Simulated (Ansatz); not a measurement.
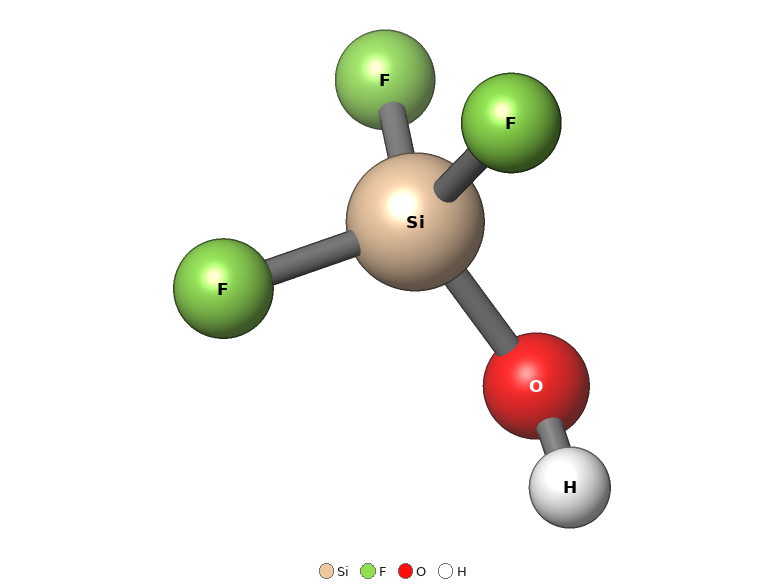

Computed geometry: PBE0-D4/def2-TZVP optimisation. Method: RKS PBE0-D4/def2-TZVPP (Ansatz 0.2.0).

Predict the main results.

The species is F₃HOSi.
- HOMO energy (Kohn–Sham orbital): −10.70 eV
- LUMO energy (Kohn–Sham orbital): 0.18 eV
- HOMO–LUMO gap: 10.88 eV
